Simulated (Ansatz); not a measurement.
# One shape, several levels: CH3F (fluoromethane)

We compute a comparison of 6 runs (PBE0/STO-3G, UPBE/STO-3G, RPA@PBE/STO-3G, UMP2/STO-3G, BCCD(T)/STO-3G, UCCSD(T)/STO-3G) of CH3F (fluoromethane). 

The calculation is run with Ansatz 0.2.0.

55 further runs of the same task are left out: 3 that didn't finish, 52 set aside as unsound or not needed.

## 1. Starting point

CH3F: 5 atoms, total charge 0, spin state singlet. SMILES: `CF`. The H4–C1 distance was set to 2.185 Å, away from the relaxed value. At this shape a bond of the SMILES string is far longer than usual.

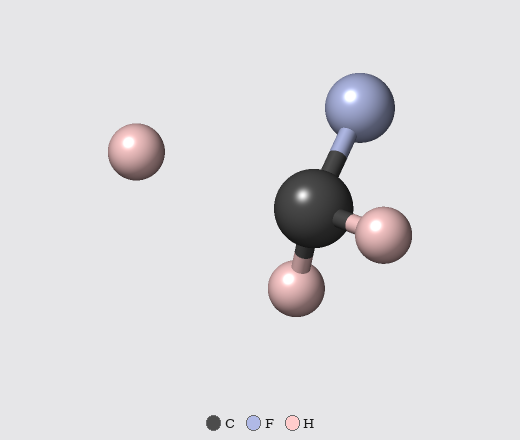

The structure, seen from a chosen angle (carbon dark grey, fluorine light blue, hydrogen pink).

## 2. The energy at PBE0/STO-3G (run 1)

File run.yaml:

```yaml
basis:
  gaussian:
    orbitals: STO-3G
crystal:
  periodic: [false, false, false]
  atoms:
    - {symbol: C, position_ang: [0.003400, -0.730201, 0.787601]}
    - {symbol: F, position_ang: [1.148200, -1.473601, 0.611201]}
    - {symbol: H, position_ang: [-0.864600, -1.390001, 0.721801]}
    - {symbol: H, position_ang: [-0.104800, 0.796000, -0.772000]}
    - {symbol: H, position_ang: [0.034300, -0.254601, 1.770501]}
accuracy: high
hamiltonian:
  xc: {name: PBE0}
```

Command:

```console
$ ansatz run run.yaml --threads 1 --pin off --max-ram 2610MiB --events-out events.jsonl --progress --plain --runs-dir runs
```

Output:

```text
Warning: RAYON_NUM_THREADS=1 ignored (pool sized by the plan → 1); use --threads N
Functional definition: PBE0
  name "PBE0"
  parameter a = 0.25
  parameter kappa = 0.804
  parameter beta = 0.06672455060314922
  exchange = (1 - a)*pbe_x(kappa = kappa, mu = beta*pi^2/3) + a*exact_x
  correlation = pbe_c(beta = beta)
206 factors; integrals over basis functions are off by at most 2.5e-8 eV
mean field evaluation 1: about -3738.9194 eV, gradient 2.0e1 eV
mean field evaluation 2: about -3732.5630 eV, gradient 3.3e1 eV
mean field evaluation 4: about -3740.9653 eV, gradient 3.0e0 eV
mean field evaluation 8: about -3740.9576 eV, gradient 2.6e-1 eV
mean field evaluation 16: about -3740.9579 eV, gradient 1.3e-6 eV
mean field -3740.95789424 eV, -137.4776669010 hartree, gradient 1.0e-8 eV, S^2 0.000000; 0 other end points of the search recorded, 0 dependent functions left out
reference -3740.95789546 eV, -137.4776669457 hartree; 9, 9 occupied and 4, 4 virtual orbitals, 206 factors
Total energy: -3740.95789546 eV, -137.4776669457 hartree
```

It took 0.68 s on 1 thread of Arm Neoverse V1, shared host.

## 3. The energy at UPBE/STO-3G (run 2)

File input.yaml:

```yaml
crystal:
  periodic: [false, false, false]
  atoms:
    - {symbol: C, position_ang: [0.003400, -0.730201, 0.787601]}
    - {symbol: F, position_ang: [1.148200, -1.473601, 0.611201]}
    - {symbol: H, position_ang: [-0.864600, -1.390001, 0.721801]}
    - {symbol: H, position_ang: [-0.104800, 0.796000, -0.772000]}
    - {symbol: H, position_ang: [0.034300, -0.254601, 1.770501]}
basis:
  gaussian:
    orbitals: STO-3G
magnetization:
  spin_polarized: true
hamiltonian:
  xc: {name: PBE}
accuracy: high
```

Command:

```console
$ ansatz run input.yaml --threads 1 --pin off --max-ram 2610MiB --events-out events.jsonl --progress --plain --runs-dir runs
```

Output:

```text
Warning: RAYON_NUM_THREADS=1 ignored (pool sized by the plan → 1); use --threads N
Functional definition: PBE
  name "PBE"
[... 2 set-up lines as earlier in the session ...]
  exchange = pbe_x(kappa = kappa, mu = beta*pi^2/3)
[... 1 set-up line as earlier in the session ...]
206 factors; integrals over basis functions are off by at most 2.5e-8 eV
mean field evaluation 1: about -3737.9303 eV, gradient 1.6e1 eV
mean field evaluation 2: about -3728.3385 eV, gradient 2.1e1 eV
mean field evaluation 4: about -3738.6540 eV, gradient 1.4e1 eV
mean field evaluation 8: about -3739.0118 eV, gradient 1.4e1 eV
mean field evaluation 16: about -3740.8670 eV, gradient 3.1e-1 eV
mean field evaluation 32: about -3740.7384 eV, gradient 1.4e0 eV
mean field -3740.87813185 eV, -137.4747356872 hartree, gradient 7.7e-8 eV, S^2 0.316988; 3 other end points of the search recorded, 0 dependent functions left out
reference -3740.87813351 eV, -137.4747357482 hartree; 9, 9 occupied and 4, 4 virtual orbitals, 206 factors
Total energy: -3740.87813351 eV, -137.4747357482 hartree
```

It took 2.3 s on 1 thread of Arm Neoverse V1, shared host; peak memory 0.11 GiB.

Runs 3 to 5 aren't shown in full; the table further down has their settings and results.

## 4. The energy at UCCSD(T)/STO-3G (run 6)

File molecule.yaml:

```yaml
crystal:
  periodic: [false, false, false]
  atoms:
    - {symbol: C, position_ang: [0.003400, -0.730201, 0.787601]}
    - {symbol: F, position_ang: [1.148200, -1.473601, 0.611201]}
    - {symbol: H, position_ang: [-0.864600, -1.390001, 0.721801]}
    - {symbol: H, position_ang: [-0.104800, 0.796000, -0.772000]}
    - {symbol: H, position_ang: [0.034300, -0.254601, 1.770501]}
basis:
  gaussian:
    orbitals: STO-3G
magnetization:
  spin_polarized: true
correlation:
  method: ccsd_t
  frozen_orbitals: {C: 1, F: 1, H: 0}
accuracy: high
scf:
  omitted_lower_state_checks: [cluster_reference, increment]
```

Command:

```console
$ ansatz run molecule.yaml --threads 1 --pin off --max-ram 2610MiB --events-out events.jsonl --progress --plain --runs-dir runs
```

Output:

```text
Warning: RAYON_NUM_THREADS=1 ignored (pool sized by the plan → 1); use --threads N
[... 13 lines left out ...]
2 core orbitals not correlated: weight in the atoms' cores, before any rotation towards them, 1.000 or more for the frozen orbitals, at most 0.000 for the correlated occupied ones
[... 35 lines left out ...]
Total energy: -3730.71092139 eV, -137.1010975944 hartree
Checks for a lower state left out: cluster_reference, increment
```

Wall time 0.22 s (1 thread of Arm Neoverse V1, shared host).

## 5. The series

```csv
run,level,frozen core orbitals,energy (Eh),wall time
1,PBE0/STO-3G,–,-137.477667,0.68 s
2,UPBE/STO-3G,–,-137.474736,2.3 s
3,RPA@PBE/STO-3G,2,-137.142360,1.6 s
4,UMP2/STO-3G,2,-137.060638,0.12 s
5,BCCD(T)/STO-3G,2,-137.103781,0.14 s
6,UCCSD(T)/STO-3G,2,-137.101098,0.22 s
```

## 6. Results

| quantity | value |
| --- | --- |
| run 6: total energy | -137.10110 Eh |
| run 6: correlation energy (2 core orbitals frozen) | -99.0 mEh |
| run 6: (T) correction | -4.14 mEh |
| run 6: ⟨S²⟩ of the reference determinant | 0.893 |
| run 6: T1 diagnostic | 0.054 |

Totals of different functionals can't be ranked against each other. In runs 3, 5 the log says that unrestricted orbitals would lower the reference, so the values rest on an unstable closed-shell determinant (other closed-shell runs at this shape may share the fault). In runs 1, 2, 3, 4, 5, 6 the basis is minimal, so the values are rough. In runs 1, 3 a closed-shell determinant meets a far-stretched bond, which it describes badly. Spin contamination of the reference: run 4 ⟨S²⟩ = 0.89, run 6 ⟨S²⟩ = 0.89, run 2 ⟨S²⟩ = 0.32. Where it is this large, the reference is a mixture of spin states, and values that rest on it are in doubt. All runs together took 5 s, the longest 2.3 s.
